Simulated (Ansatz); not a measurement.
# One shape, several levels: doublet BH4O

Aim: a comparison of 6 runs (U-r2SCAN0/STO-3G, U-revPBE/STO-3G, UBHLYP/STO-3G, RPA@PBE/STO-3G, UCCSDT/STO-3G, FCI/STO-3G) of doublet BH4O. 

The calculation is run with Ansatz 0.2.0.

**1. The molecule**

BH4O has 6 atoms, charge 0, and is taken as a doublet. SMILES of the parent species: `[BH3-]O`. The coordinates come from a GFN2-xTB relaxation. That shape belongs to the parent species and isn't relaxed for this state.

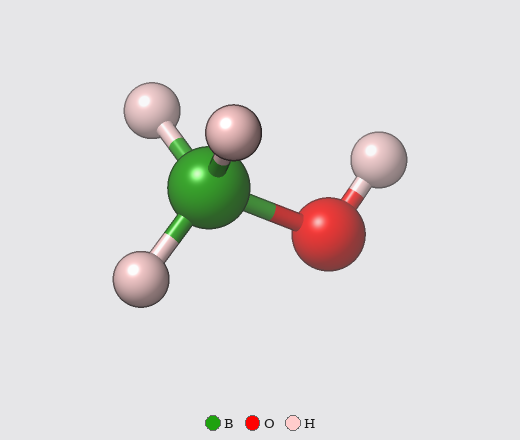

Viewed from a chosen angle; boron green, oxygen red, hydrogen pink.

**2. The energy at U-r2SCAN0/STO-3G (run 1)**

in.yaml

```yaml
crystal:
  periodic: [false, false, false]
  atoms:
    - {symbol: B, position_ang: [-0.074670, -0.173680, -0.316420]}
    - {symbol: O, position_ang: [-0.013550, 1.016190, 0.603980]}
    - {symbol: H, position_ang: [1.062740, -0.650510, -0.499740]}
    - {symbol: H, position_ang: [-0.542300, 0.195170, -1.379270]}
    - {symbol: H, position_ang: [-0.789000, -1.072510, 0.169030]}
    - {symbol: H, position_ang: [0.356770, 0.685330, 1.422430]}
basis:
  gaussian:
    orbitals: STO-3G
magnetization:
  spin_polarized: true
  initial_magnetization: 1
hamiltonian:
  xc: {name: r2SCAN0}
accuracy: high
```

Launch:

```bash
ansatz run in.yaml --threads 1 --pin off --max-ram 2610MiB --events-out events.jsonl --progress --plain --runs-dir runs
```

Standard output:

```text
Warning: RAYON_NUM_THREADS=1 ignored (pool sized by the plan → 1); use --threads N
Functional definition: r2SCAN0
  name "r2SCAN0"
  parameter a = 0.25
  parameter k0 = 0.174
  parameter k1 = 0.065
  parameter a1 = 4.9479
  exchange = (1 - a)*r2scan_x(k0 = k0, k1 = k1, a1 = a1) + a*exact_x
  correlation = r2scan_c
229 factors; integrals over basis functions are off by at most 3.2e-8 eV
mean field evaluation 1: about -2747.5631 eV, gradient 7.5e0 eV
mean field evaluation 2: about -2747.7456 eV, gradient 6.3e0 eV
mean field evaluation 4: about -2748.0403 eV, gradient 3.9e-1 eV
mean field evaluation 8: about -2748.0072 eV, gradient 5.9e-3 eV
mean field evaluation 16: about -2748.0072 eV, gradient 6.5e-6 eV
mean field -2748.00716915 eV, -100.9874008001 hartree, gradient 2.7e-8 eV, S^2 0.756151; 0 other end points of the search recorded, 0 dependent functions left out
reference -2748.00716977 eV, -100.9874008230 hartree; 9, 8 occupied and 5, 6 virtual orbitals, 229 factors
Total energy: -2748.00716977 eV, -100.9874008230 hartree
```

It took 2.7 s on 1 thread of Arm Neoverse V2, shared host; peak memory 0.2 GiB.

**3. A single-point energy at U-revPBE/STO-3G (run 2)**

molecule.yaml

```yaml
crystal:
  periodic: [false, false, false]
  atoms:
    - {symbol: B, position_ang: [-0.074670, -0.173680, -0.316420]}
    - {symbol: O, position_ang: [-0.013550, 1.016190, 0.603980]}
    - {symbol: H, position_ang: [1.062740, -0.650510, -0.499740]}
    - {symbol: H, position_ang: [-0.542300, 0.195170, -1.379270]}
    - {symbol: H, position_ang: [-0.789000, -1.072510, 0.169030]}
    - {symbol: H, position_ang: [0.356770, 0.685330, 1.422430]}
basis:
  gaussian:
    orbitals: STO-3G
magnetization:
  spin_polarized: true
  initial_magnetization: 1
hamiltonian:
  xc: {name: revPBE}
total_charge: 0
accuracy: high
```

Launch:

```bash
ansatz run molecule.yaml --threads 1 --pin off --max-ram 2610MiB --events-out events.jsonl --progress --plain --runs-dir runs
```

Standard output:

```text
Warning: RAYON_NUM_THREADS=1 ignored (pool sized by the plan → 1); use --threads N
Functional definition: revPBE
  name "revPBE"
  parameter kappa = 1.245
  parameter beta = 0.06672455060314922
  exchange = pbe_x(kappa = kappa, mu = beta*pi^2/3)
  correlation = pbe_c(beta = beta)
229 factors; integrals over basis functions are off by at most 3.2e-8 eV
mean field evaluation 1: about -2747.9715 eV, gradient 1.1e1 eV
mean field evaluation 2: about -2741.4183 eV, gradient 2.5e1 eV
mean field evaluation 4: about -2749.0264 eV, gradient 3.3e0 eV
mean field evaluation 8: about -2749.0574 eV, gradient 9.4e-2 eV
mean field evaluation 16: about -2749.0575 eV, gradient 3.5e-6 eV
mean field -2749.05751219 eV, -101.0260001949 hartree, gradient 2.3e-8 eV, S^2 0.751934; 1 other end points of the search recorded, 0 dependent functions left out
reference -2749.05751438 eV, -101.0260002754 hartree; 9, 8 occupied and 5, 6 virtual orbitals, 229 factors
Total energy: -2749.05751438 eV, -101.0260002754 hartree
```

Run time: 1.3 s. Hardware: 1 thread of Arm Neoverse V2, shared host; peak memory 0.12 GiB.

Runs 3 to 5 aren't shown in full; the table further down has their settings and results.

**4. The energy at FCI/STO-3G (run 6)**

Changes to molecule.yaml since step 3:

```diff
@@ -1 +1,4 @@
+basis:
+  gaussian:
+    orbitals: STO-3G
 crystal:
@@ -9,5 +12,3 @@
     - {symbol: H, position_ang: [0.356770, 0.685330, 1.422430]}
-basis:
-  gaussian:
-    orbitals: STO-3G
+total_charge: 0
 magnetization:
@@ -15,5 +16,5 @@
   initial_magnetization: 1
-hamiltonian:
-  xc: {name: revPBE}
-total_charge: 0
+correlation:
+  method: fci
+  frozen_orbitals: {B: 1, H: 0, O: 1}
 accuracy: high
```

Launch:

```bash
ansatz run molecule.yaml --threads 1 --pin off --max-ram 2610MiB --events-out events.jsonl --progress --plain --runs-dir runs
```

Standard output:

```text
Warning: RAYON_NUM_THREADS=1 ignored (pool sized by the plan → 1); use --threads N
Functional definition: HF
  name "HF"
  exchange = exact_x
  correlation = 0
229 factors; integrals over basis functions are off by at most 3.2e-8 eV
mean field evaluation 1: about -2732.1155 eV, gradient 1.0e1 eV
mean field evaluation 2: about -2732.1781 eV, gradient 1.0e1 eV
mean field evaluation 4: about -2733.5800 eV, gradient 2.5e0 eV
mean field evaluation 8: about -2733.8741 eV, gradient 7.5e-2 eV
mean field evaluation 16: about -2733.8714 eV, gradient 2.6e-8 eV
mean field -2733.87143705 eV, -100.4679222271 hartree, gradient 2.6e-8 eV, S^2 0.758530; 0 other end points of the search recorded, 0 dependent functions left out
2 core orbitals not correlated: weight in the atoms' cores, before any rotation towards them, 1.000 or more for the frozen orbitals, at most 0.000 for the correlated occupied ones
reference -2733.80259867 eV, -100.4653924630 hartree; 7, 6 occupied and 5, 6 virtual orbitals, 229 factors
state -2736.78858107 eV, -100.5751252923 hartree
Total energy: -2736.78858107 eV, -100.5751252923 hartree
```

It took 5.1 s on 1 thread of Arm Neoverse V2, shared host; peak memory 0.14 GiB.

**5. Overview of the runs**

| run | level | frozen core orbitals | energy (Eh) | ⟨S²⟩ | wall time |
| --- | --- | --- | --- | --- | --- |
| 1 | U-r2SCAN0/STO-3G | – | -100.987401 | 0.756 | 2.7 s |
| 2 | U-revPBE/STO-3G | – | -101.026000 | 0.752 | 1.3 s |
| 3 | UBHLYP/STO-3G | – | -100.990708 | 0.756 | 1.2 s |
| 4 | RPA@PBE/STO-3G | 2 | -100.648470 | 0.752 | 1.6 s |
| 5 | UCCSDT/STO-3G | 2 | -100.575038 | 0.759 | 0.46 s |
| 6 | FCI/STO-3G | 2 | -100.575125 | – | 5.1 s |

**6. Summary of results**

| quantity | value |
| --- | --- |
| run 6: total energy | -100.57513 Eh |
| run 6: correlation energy (2 core orbitals frozen) | -109.7 mEh |

What this shows: Against full CI in this basis: UCCSDT +0.1 mEh. Totals of different functionals can't be ranked against each other. In runs 1, 2, 3, 4, 5, 6 the basis is minimal, so the values are rough. All runs together took 12 s, the longest 5.1 s.
